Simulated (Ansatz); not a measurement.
## Run report: Mo5 (charge −1), single-point calculation

The run: single-point calculation of Mo5, charge −1, multiplicity 2. Method and program: UKS BHLYP-D4/def2-TZVPD (Ansatz 0.2.0).

The geometry comes from this level: PBE-D4/def2-SVPD.

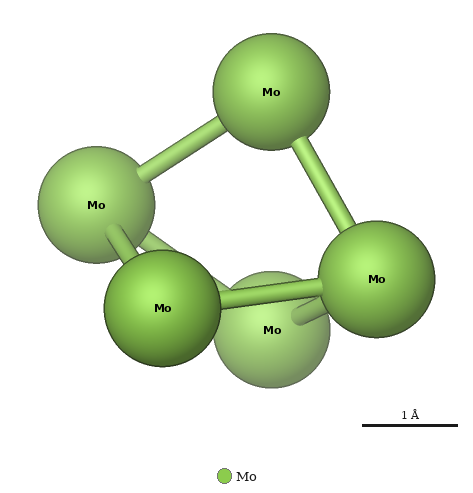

**Figure 1.** The input geometry (ball-and-stick view, seen at a tilt). Sticks mark near contacts.

## Summary

```csv
quantity,value
outcome,converged
total energy,−9259.1039 eV
mean-field energy,−9258.1543 eV
dispersion energy,−0.9496 eV
⟨S²⟩,4.772
SCF solution under orbital rotations,stable
HOMO (either spin),−0.55 eV
LUMO (either spin),1.78 eV
hardware,"4 threads of Intel Xeon @ 2.50GHz, 11 GiB of memory available, shared host"
wall time,54 s (CPU time 3.5 min)
peak memory,1.5 GiB
```

## Notes

⟨S²⟩ is 4.77 against 0.75 for a pure state: the solution is spin-contaminated.

## Input
```yaml
crystal:
  periodic: [false, false, false]
  atoms:
    - {symbol: Mo, position_ang: [-0.956911, -1.346808, -0.303773]}
    - {symbol: Mo, position_ang: [0.232492, -0.485977, 1.513662]}
    - {symbol: Mo, position_ang: [0.951619, 1.357409, 0.271264]}
    - {symbol: Mo, position_ang: [1.048124, -0.494398, -1.153630]}
    - {symbol: Mo, position_ang: [-1.275336, 0.969774, -0.327513]}
basis:
  gaussian: {orbitals: def2-TZVPD, initial_orbitals: start.molden}
total_charge: -1
magnetization: {spin_polarized: true, initial_magnetization: 1}
hamiltonian: {xc: {name: BHLYP}, dispersion: d4}
scf: {omitted_lower_state_checks: [starts]}
output: {orbitals: {seedname: orbitals}}
```

Run as:
```bash
ansatz run in.yaml --threads 4 --pin off --events-out ev --progress --plain --max-ram 4787MiB
```

## The program's output
```
Functional definition: BHLYP
  name "BHLYP"
  cite "Becke, J. Chem. Phys. 98, 1372 (1993) doi:10.1063/1.464304"
  cite "Becke, Phys. Rev. A 38, 3098 (1988) doi:10.1103/PhysRevA.38.3098"
  cite "Lee, Yang & Parr, Phys. Rev. B 37, 785 (1988) doi:10.1103/PhysRevB.37.785"
  parameter a = 0.5
  exchange = (1 - a)*b88_x + a*exact_x
  correlation = lyp_c
these checks for a lower state are left out or cut short: starts
2145 factors; their error is unknown
mean field evaluation 1: about -9256.9058 eV, gradient 5.2e0 eV
mean field evaluation 2: about -9257.4759 eV, gradient 1.5e0 eV
mean field evaluation 4: about -9258.1524 eV, gradient 8.3e-1 eV
mean field evaluation 8: about -9258.1542 eV, gradient 6.2e-5 eV
mean field -9258.15419860 eV, -340.2308913961 hartree, gradient 2.7e-5 eV, S^2 4.771646; 0 other end points of the search recorded, 0 dependent functions left out
reference -9258.15432136 eV, -340.2308959075 hartree; 36, 35 occupied and 164, 165 virtual orbitals, 2145 factors
Total energy: -9259.10392362 eV, -340.2657931468 hartree
Checks for a lower state left out: starts
```

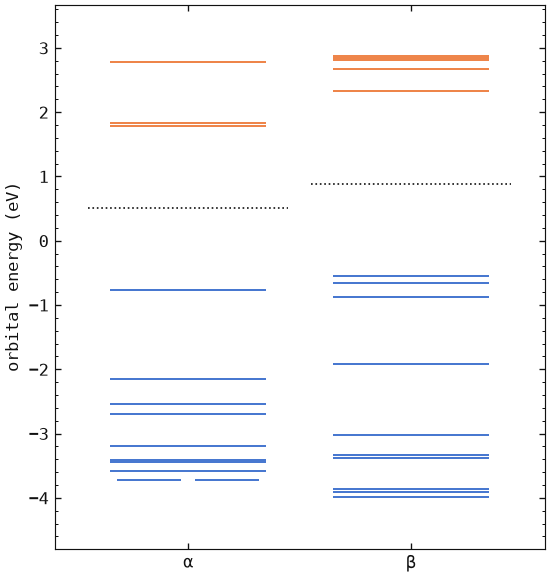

**Figure 2.** Orbital energies near the frontier for α and β spins; the dotted line parts filled from empty levels, and levels within 0.02 eV of each other stand side by side. α: highest filled −0.77 eV, lowest empty 1.78 eV, 2.55 eV apart; β: highest filled −0.55 eV, lowest empty 2.33 eV, 2.88 eV apart.
